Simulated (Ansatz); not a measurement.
**SiTe (built on the sites of a database entry of SnTe): relaxing the cell for a phonon run**

Aim: bring SiTe (built on the sites of a database entry of SnTe) to small forces and stress, as phonons need.

Main program and level: Ansatz 0.2.0; DFT LDA, scalar-relativistic, plane waves, norm-conserving pseudopotentials.

The structure was built from a prototype and need not be the compound's stable phase.

**1. Set-up**

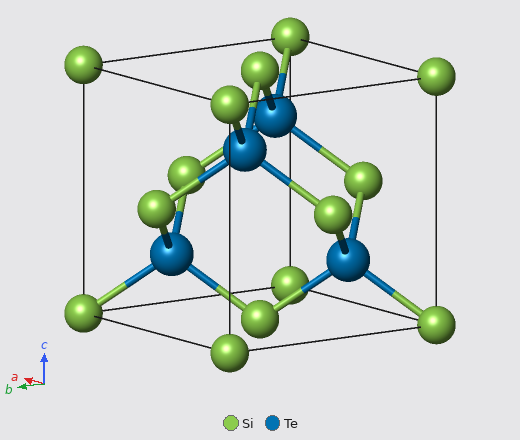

The starting structure, seen from a free direction (silicon green, tellurium blue). This picture shows the conventional cell, with its axes. Bonds to atoms that aren't drawn are left out. Some periodic images of atoms are drawn too.

**2. Probe on a coarse mesh**

First a cheap look: the gap decides the mesh and the occupations, the pressure tells how far the cell has to move.

Input file input.yaml:

```yaml
crystal:
  lattice:
    - [0.0, 3.34681, 3.34681]
    - [3.34681, 0.0, 3.34681]
    - [3.34681, 3.34681, 0.0]
  atoms:
    - { symbol: Si, position: [0.0, 0.0, 0.0] }
    - { symbol: Te, position: [0.75, 0.75, 0.75] }
kpoints:
  mp_grid: { grid: [6, 6, 6] }
hamiltonian:
  xc: lda
  pseudopotentials: { kind: nc }
scf:
  occupations: { method: gaussian, width: 0.1 }
output:
  forces: true
  stress: true
  eigenvalues: true
```

Run with:

```
> ansatz run input.yaml --threads 4 --pin off --max-ram 7168MiB --backend cpu --events-out ev --progress --plain --runs-dir out
```

Numbers of over 12 decimals in the logs are rounded to 6 here.

What it wrote:

```text
Engine: ansatz 0.2.0, aarch64-unknown-linux-gnu
Pseudopotentials: kind: nc
Pseudopotential: Si, nc, valence charge 4, recommended cutoff 435.38218 eV (normal), Si.nc.azcp (PseudoDojo's, or run here from an input of PseudoDojo's: the run reads no file of this project's for it)
[...]
P = ⅓ Tr σ = -3.3464 GPa (-33.464 kbar)
--- Band table (eV; the first three rows and the last of 16) ---
  k-point 0: bands = [... 6 lower, -0.1058, 2.4896, 2.4896, 2.4896, 5.3371, 5.3371, 5.3371, 8.8794]
  k-point 1: bands = [... 6 lower, -0.9185, 2.2913, 2.2913, 2.7102, 5.6582, 5.6582, 5.7544, 9.6997]
  k-point 2: bands = [... 6 lower, -2.1326, 1.9843, 1.9843, 2.5813, 6.1088, 6.1088, 7.2677, 10.3189]
  k-point 15: bands = [... 6 lower, -3.0599, 0.7766, 0.8977, 4.6684, 5.3338, 7.5752, 7.7864, 10.4461]
[key lines of the parts left out:]
SCF converged after 8 iterations
Free energy (F): -2959.865454 eV
Fermi energy:    4.660821 eV
```

It took 1.8 s on 4 threads of Arm Neoverse V1, shared host; peak memory 0.4 GiB.

Numbers from this step:

```
pressure          : -3.346 GPa
volume per atom   : 37.49 Å³
gap on the k-mesh : 0 eV
```

The coarse mesh shows no gap and a pressure of -3.3 GPa.

**3. Relaxation**

The cell and atoms are relaxed, since residual forces and stress would shift the frequencies.

input.yaml, the sections that differ from step 2:

```yaml
kpoints:
  mp_grid: { grid: [10, 10, 10] }
output:
  forces: true
  stress: true
  eigenvalues: true
  write_density: true
  write_potential: true
  elf: true
  volumetric_format: npy
relax:
  adjacent_minimum: "off"
  f_tol: 0.005
  max_steps: 80
  cell: { stress_tol: 0.05 }
# crystal, hamiltonian, scf: as in step 2
```

What it wrote:

```text
[...]
Crystal: 2 atoms, lattice volume = 74.976 Å³
Basis set: ecut = 1120 eV, 6375 PW (Γ)
Bands: 14, of which v1, the nominal top of the filled ones, is band 10 counted from 1 (9 counted from 0)
Symmetry: 24 space group operations
[...]
k-points: 47 of 1000 (time reversal used)
[...]
SCF iter   1: F=—  HF=-2959.903159 eV  |F-HF|=—  |Δ(HF+E_count)|=         —  Δρ=1.29e-2  dr2=1.25e-1  ethr=3.10e-3  ⟨swp⟩=6.2  Hψ=4116  notcnv=0
[...]
SCF iter   8: F=-2959.871681 eV  HF=-2959.871681 eV  |F-HF|=5.87e-9  |Δ(HF+E_count)|=   5.50e-9  Δρ=3.87e-6  dr2=1.84e-8  ethr=5.00e-10  ⟨swp⟩=8.9  Hψ=4080  notcnv=0
SCF 1 converged in 8 iterations: F = -2959.871681 eV  dr2 = 1.84e-8
relax step   1: F+E_penalty+E_count = -2959.87168067 eV  Δ(F+E_penalty+E_count) = +0.000e0 eV  max|allowed force component| = 1.406e-15 eV/Å  Δτ_max = 0.0000 Å  P = -3.527 GPa  Ω = 74.976 Å³  (8 SCF iters, dr2 threshold 1.00e-7 eV, accepted)
Crystal: 2 atoms, lattice volume = 65.691 Å³
Basis set: ecut = 1120 eV, 5601 PW (Γ)
[...]
iter 1 solved again at ethr=1.91e-4 eV; its pass at ethr=3.10e-3 eV (dr2=3.82e-2 eV) is discarded
[...]
SCF iter   6: F=-2959.997377 eV  HF=-2959.997377 eV  |F-HF|=1.27e-8  |Δ(HF+E_count)|=   5.92e-7  Δρ=6.86e-6  dr2=2.77e-8  ethr=1.00e-9  ⟨swp⟩=12.2  Hψ=5410  notcnv=0
SCF 2 converged in 6 iterations: F = -2959.997377 eV  dr2 = 2.77e-8
relax step   2: F+E_penalty+E_count = -2959.99737725 eV  Δ(F+E_penalty+E_count) = -1.257e-1 eV  max|allowed force component| = 1.258e-15 eV/Å  Δτ_max = 0.0000 Å  P = -0.399 GPa  Ω = 65.691 Å³  energy of the carried Pulay correction = +6.970e-4 eV  (6 SCF iters, dr2 threshold 2.00e-7 eV, accepted)
Crystal: 2 atoms, lattice volume = 64.671 Å³
Basis set: ecut = 1120 eV, 5577 PW (Γ)
[...]
SCF iter   5: F=-2959.998392 eV  HF=-2959.998392 eV  |F-HF|=7.93e-9  |Δ(HF+E_count)|=   5.88e-9  Δρ=3.80e-6  dr2=1.01e-8  ethr=1.00e-9  ⟨swp⟩=11.7  Hψ=5228  notcnv=0
SCF 3 converged in 5 iterations: F = -2959.998392 eV  dr2 = 1.01e-8
relax step   3: F+E_penalty+E_count = -2959.99839186 eV  Δ(F+E_penalty+E_count) = -1.015e-3 eV  max|allowed force component| = 8.882e-16 eV/Å  Δτ_max = 0.0000 Å  P = +0.113 GPa  Ω = 64.671 Å³  energy of the carried Pulay correction = +7.837e-4 eV  (5 SCF iters, dr2 threshold 2.00e-7 eV, accepted)
[...]
relax step   4: F+E_penalty+E_count = -2959.99845029 eV  Δ(F+E_penalty+E_count) = -5.843e-5 eV  max|allowed force component| = 1.110e-15 eV/Å  Δτ_max = 0.0000 Å  P = -0.002 GPa  Ω = 64.894 Å³  energy of the carried Pulay correction = +7.646e-4 eV  (4 SCF iters, dr2 threshold 3.21e-8 eV, accepted)
[...]
SCF iter   5: F=-2959.998036 eV  HF=-2959.998036 eV  |F-HF|=6.82e-12  |Δ(HF+E_count)|=  2.91e-11  Δρ=1.87e-7  dr2=7.80e-12  ethr=1.00e-12  ⟨swp⟩=6.5  Hψ=4089  notcnv=0
SCF 5 converged in 5 iterations: F = -2959.998036 eV  dr2 = 7.80e-12
relax step   5: F+E_penalty+E_count = -2959.99803640 eV  Δ(F+E_penalty+E_count) = +4.139e-4 eV  max|allowed force component| = 1.258e-15 eV/Å  Δτ_max = 0.0000 Å  P = -0.013 GPa  Ω = 64.894 Å³  stress off target by 1.34e-2 GPa  SCF on the basis re-selected at this cell (its energy is not comparable with the rows above)  (5 SCF iters)
basis re-selected at this cell: Δ(F+E_penalty+E_count) = +4.139e-4 eV, ΔP = -0.012 GPa vs the last step (what re-selecting the basis moved, of the pressure what is left beyond the Pulay correction that the steps carried, after the strain that the cell walked since its last selection, with what the two solves' SCF thresholds leave and, on support functions, any second-order correction that the steps lacked; it is no measure of the basis error at this ecutwfc). The dense FFT grid was sized anew with the basis: this SCF ran on 50×50×50 points, the steps before it on 54×54×54, so part of this shift can come from that change (see relax.cell in the input reference). [rest of the remark cut]
SCF converged after 5 iterations
Free energy (F): -2959.998036 eV
[...]
Internal energy: -2959.994352 eV  (E = F + TS)
E sigma→0 (E₀):  -2959.996194 eV
Entropy (-TS):   -0.003685 eV (-1.842 meV/atom)
Fermi energy:    6.224752 eV
[...]
--- Stress (GPa, compression-positive) ---
       -0.013405      -0.000000      -0.000000
       -0.000000      -0.013405       0.000000
       -0.000000       0.000000      -0.013405
  P = ⅓ Tr σ = -0.0134 GPa (-0.134 kbar)
--- Band table (eV; the first three rows and the last of 47) ---
  k-point 0: bands = [... 6 lower, 2.0513, 3.6984, 3.6984, 3.6984, 6.7717, 6.7717, 6.7717, 10.5133]
  k-point 1: bands = [... 6 lower, 1.4241, 3.6012, 3.6012, 4.0484, 6.9271, 6.9271, 6.9401, 10.9021]
  k-point 2: bands = [... 6 lower, 0.3577, 3.3832, 3.3832, 4.2591, 7.2704, 7.2704, 7.6474, 11.6811]
  k-point 46: bands = [... 6 lower, -2.0312, 1.5749, 1.7510, 6.6670, 7.2294, 8.8972, 9.1792, 12.4005]
--- Relaxed structure (4 steps of the walk, 4 accepted, 1 SCFs on fresh bases) ---
  F+E_penalty+E_count = -2959.99803640 eV   max|allowed force component| = 1.258e-15 eV/Å   (the final SCF, on the basis selected at the relaxed cell)
  cell:  # Å, volume = 64.8937 Å³
    - [0, 3.189511, 3.189511]
    - [3.189511, 0, 3.189511]
    - [3.189511, 3.189511, 0]
  atoms:
    - { symbol: Si, position: [0, 0, 0] }
    - { symbol: Te, position: [0.75, 0.75, 0.75] }
```

The job ended after 30 s (4 threads; peak memory 0.55 GiB).

The steps of the relaxation:

```csv
step,energy less that of the first step (eV),largest force component (eV/Å),pressure (GPa),volume (Å³)
1,0.0000,0.0000,-3.53,74.98
2,-0.1257,0.0000,-0.40,65.69
3,-0.1267,0.0000,0.11,64.67
4,-0.1268,0.0000,0.00,64.89
5*,-0.1264,0.0000,-0.01,64.89
```

Relaxation steps marked * repeat the geometry before them on a plane-wave basis chosen anew for their cell, so energy and pressure can jump there.

Forces are held to the 24 operations that the run works with; a distortion that breaks them can't arise in this run.

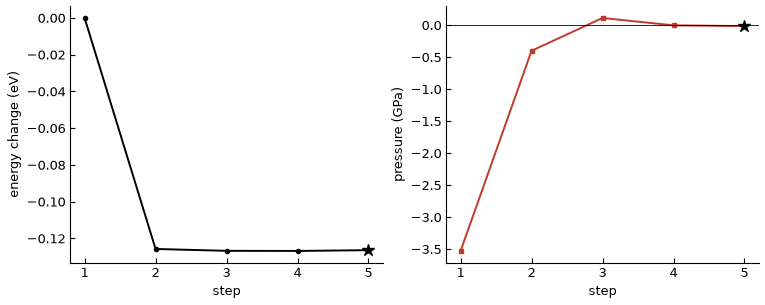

Energy and pressure along the relaxation. Stars mark steps on a basis chosen anew.

```csv
"conventional cell, symmetrised",before,after,change
a (Å),6.694,6.379,-4.7 %
b (Å),6.694,6.379,-4.7 %
c (Å),6.694,6.379,-4.7 %
volume (Å³/atom),37.49,32.45,-13.4 %
```

The relaxed structure:

```xyz
2
Lattice="0.0000 3.1895 3.1895 3.1895 0.0000 3.1895 3.1895 3.1895 0.0000" Properties=species:S:1:pos:R:3 pbc="T T T"
Si    0.0000    0.0000    0.0000
Te    4.7843    4.7843    4.7843
```

This step gave:

```
pressure        : -0.01340 GPa
volume per atom : 32.45 Å³
```

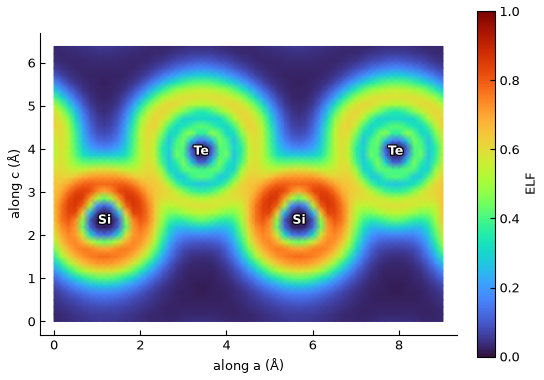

ELF in the ac plane of a cell with a along [110], b along [-110] and c along [001] of the cube at fractional y = 0.000, with atoms of Si and Te within 0.2 Å of it. It is the smooth field of the valence electrons, not physical close to the nuclei. The map starts off the cell's origin, so that atoms lie inside it.

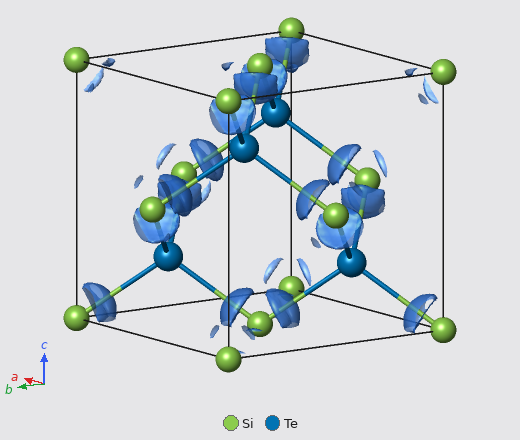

Surface of ELF = 0.78. Bonds to atoms that aren't drawn are left out.

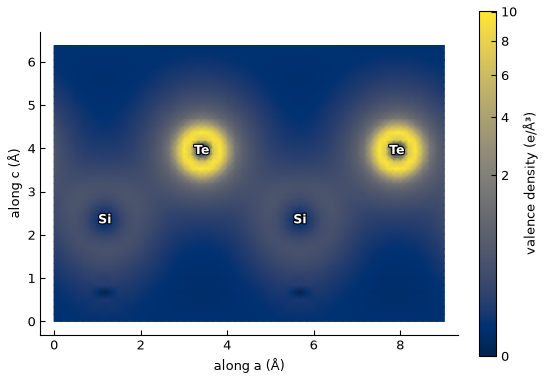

Valence density in the ac plane of a cell with a along [110], b along [-110] and c along [001] of the cube at fractional y = 0.000, with atoms of Si and Te within 0.2 Å of it. It is the smooth field of the valence electrons, not physical close to the nuclei. The map starts off the cell's origin, so that atoms lie inside it. The colour scale is stretched toward low values.

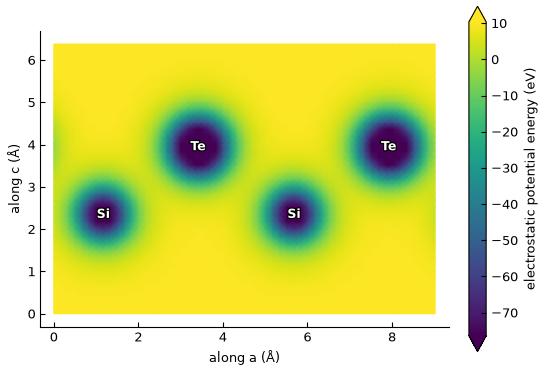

Electrostatic potential energy in the ac plane of a cell with a along [110], b along [-110] and c along [001] of the cube at fractional y = 0.000, with atoms of Si and Te within 0.2 Å of it. With pseudopotentials it is smooth inside the atoms' cores, unlike the true potential. The map starts off the cell's origin, so that atoms lie inside it.

In this step the volume went from 37.49 to 32.45 Å³/atom.

**4. Relaxation**

The relaxation is repeated from its end on the same settings, as a check that it has come to rest.

input.yaml, the sections that differ from step 3:

```yaml
crystal:
  lattice:
    - [0.0, 3.1895109688, 3.1895109688]
    - [3.1895109688, 0.0, 3.1895109688]
    - [3.1895109688, 3.1895109688, 0.0]
  atoms:
    - { symbol: Si, position: [0.0, 0.0, 0.0] }
    - { symbol: Te, position: [0.75, 0.75, 0.75] }
output:
  forces: true
  stress: true
  eigenvalues: true
# kpoints, hamiltonian, scf, relax: as in step 3
```

What it wrote:

```text
[...]
Crystal: 2 atoms, lattice volume = 64.894 Å³
Basis set: ecut = 1120 eV, 5577 PW (Γ)
Bands: 14, of which v1, the nominal top of the filled ones, is band 10 counted from 1 (9 counted from 0)
Symmetry: 24 space group operations
[...]
k-points: 47 of 1000 (time reversal used)
[...]
k-point 46: bands = [... 6 lower, -2.0312, 1.5749, 1.7510, 6.6670, 7.2294, 8.8972, 9.1792, 12.4005]
--- Relaxed structure (1 steps of the walk, 1 accepted, 1 SCFs on fresh bases) ---
[...]
cell:  # Å, volume = 64.8937 Å³
    - [0.0, 3.1895109688, 3.1895109688]
    - [3.1895109688, 0.0, 3.1895109688]
    - [3.1895109688, 3.1895109688, 0.0]
  atoms:
    - { symbol: Si, position: [0.0, 0.0, 0.0] }
    - { symbol: Te, position: [0.75, 0.75, 0.75] }
[key lines of the parts left out:]
SCF converged after 5 iterations
Free energy (F): -2959.998036 eV
Fermi energy:    6.224751 eV
P = ⅓ Tr σ = -0.0134 GPa (-0.134 kbar)
```

Elapsed: 10 s, on 4 threads; peak memory 0.5 GiB.

Little changed from the start: no atom moved by 0.005 Å and no cell edge by 0.1 %.

Numbers from this step:

| Item | Value |
| --- | --- |
| pressure | -0.01341 GPa |

In this step the volume went from 32.45 to 32.45 Å³/atom.

**5. Relaxing to small forces for the phonons**

Phonons need a cell at rest on their own settings, so the relaxation is repeated with tight tolerances on forces and stress, using the mesh and the filling of the phonon run that follows.

input.yaml, the sections that differ from step 4:

```yaml
scf:
  occupations: { method: methfessel_paxton, width: 0.15 }
output:
  forces: true
  stress: true
  eigenvalues: true
  write_density: true
  write_potential: true
  elf: true
  volumetric_format: npy
relax:
  adjacent_minimum: "off"
  f_tol: 0.001
  max_steps: 60
  cell: { stress_tol: 0.01 }
# crystal, kpoints, hamiltonian: as in step 4
```

What it wrote:

```text
[...]
Crystal: 2 atoms, lattice volume = 64.894 Å³
Basis set: ecut = 1120 eV, 5577 PW (Γ)
Bands: 14, of which v1, the nominal top of the filled ones, is band 10 counted from 1 (9 counted from 0)
Symmetry: 24 space group operations
[...]
k-points: 47 of 1000 (time reversal used)
[...]
k-point 46: bands = [... 6 lower, -2.0270, 1.5791, 1.7553, 6.6755, 7.2366, 8.9049, 9.1867, 12.4101]
--- Relaxed structure (2 steps of the walk, 2 accepted, 1 SCFs on fresh bases) ---
[...]
cell:  # Å, volume = 64.8516 Å³
    - [0, 3.188822, 3.188822]
    - [3.188822, 0, 3.188822]
    - [3.188822, 3.188822, 0]
  atoms:
    - { symbol: Si, position: [0, 0, 0] }
    - { symbol: Te, position: [0.75, 0.75, 0.75] }
[key lines of the parts left out:]
SCF converged after 5 iterations
Free energy (F): -2959.996085 eV
Fermi energy:    6.230856 eV
P = ⅓ Tr σ = 0.0032 GPa (0.032 kbar)
```

Elapsed: 16 s, on 4 threads; peak memory 0.51 GiB; 61 s of CPU time.

Little changed from the start: no atom moved by 0.005 Å and no cell edge by 0.1 %.

This step gave:

```
pressure        : 0.003200 GPa
volume per atom : 32.43 Å³
```

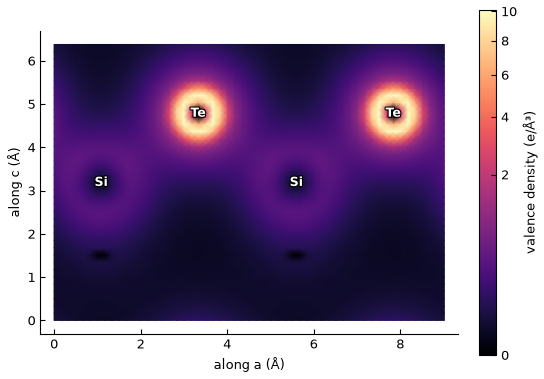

Valence density in the ac plane of a cell with a along [110], b along [-110] and c along [001] of the cube at fractional y = 0.500, with atoms of Si and Te within 0.2 Å of it. It is the smooth field of the valence electrons, not physical close to the nuclei. The map starts off the cell's origin, so that atoms lie inside it. The colour scale is stretched toward low values.

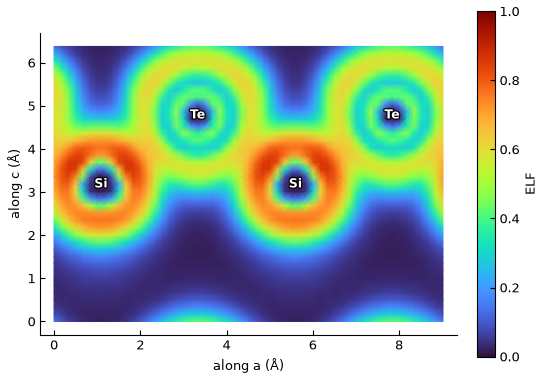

ELF in the ac plane of a cell with a along [110], b along [-110] and c along [001] of the cube at fractional y = 0.500, with atoms of Si and Te within 0.2 Å of it. It is the smooth field of the valence electrons, not physical close to the nuclei. The map starts off the cell's origin, so that atoms lie inside it.

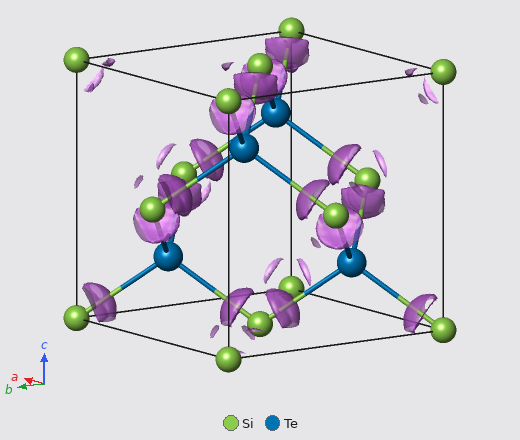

Surface of ELF = 0.78. Bonds to atoms that aren't drawn are left out.

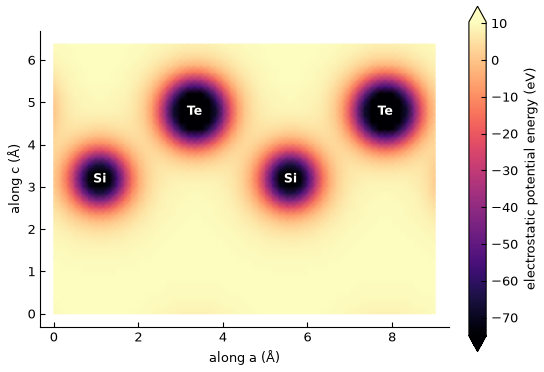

Electrostatic potential energy in the ac plane of a cell with a along [110], b along [-110] and c along [001] of the cube at fractional y = 0.500, with atoms of Si and Te within 0.2 Å of it. With pseudopotentials it is smooth inside the atoms' cores, unlike the true potential. The map starts off the cell's origin, so that atoms lie inside it.

The forces vanish by symmetry and the pressure is 0.003 GPa, within the tolerances set. The cell now holds 32.43 Å³/atom.

**6. Summary of results**

```yaml
space_group_after_relaxation_within_0p01_a: F-43m
lattice_constant_a: 6.378 Å
lattice_constant_b: 6.378 Å
lattice_constant_c: 6.378 Å
volume_per_atom: 32.4 Å³
```

In words: The forces vanish by symmetry and the pressure is 0.003 GPa, within the tolerances set. The cell now holds 32.43 Å³/atom. The relaxation keeps the symmetry of its start, so it says nothing on stability against lower symmetry. Spin-orbit coupling is left out, which can matter for the heavy elements here. The starting cell was built on a prototype and not taken from a measurement, so the phase need not exist.

[Logs are printed without paths, hosts, clocks, repeated set-up lines and the standing remarks that a program may print on its own settings, such as how far it seeks lower states.]

[Hosts, paths, dates, database ids (printed as entryN), source tags and the programs' standing remarks are cut or masked in the printed files.]
